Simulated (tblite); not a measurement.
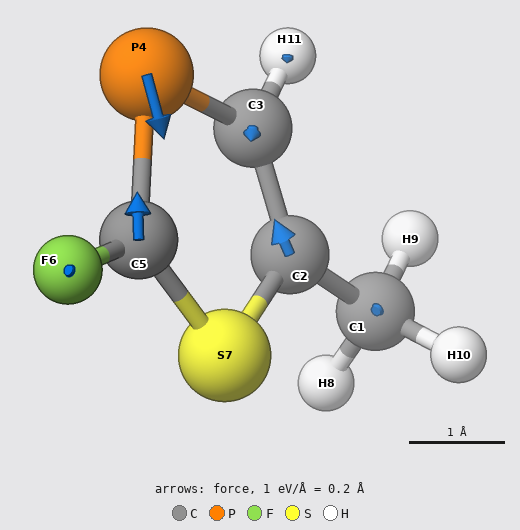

Starting geometry of C₄H₄FPS with the computed forces as blue arrows. The picture is a ball-and-stick view, seen from a free direction.

The calculation used tblite 0.8.0, GFN2-xTB geometry optimisation, gas phase. 

Is this structure relaxed? If not, where do the atoms go?

It isn't relaxed: the largest force vector, on P4, is 3.58 eV/Å. The final displacements follow the starting forces only in part (cosine between the two patterns 0.77). The largest move after the best rigid fit is that of P4, 0.091 Å. By element the largest moves are P 0.091 Å, C 0.055 Å, H 0.054 Å, F 0.041 Å, S 0.014 Å. Near-neighbour distances that change, for instance: P4–C5 1.832 → 1.709 Å, C3–P4 1.820 → 1.767 Å, C2–C3 1.392 → 1.353 Å, C1–H9 1.098 → 1.087 Å. Bond angles that change, for instance: F6–C5–S7 120.1° → 116.1°, P4–C5–F6 119.9° → 123.8°, C3–P4–C5 87.8° → 91.1°. After 23 geometry steps the energy has fallen by 30.3 kJ/mol. The run took 0.1 s on 1 thread of Arm Neoverse V2 (shared host).
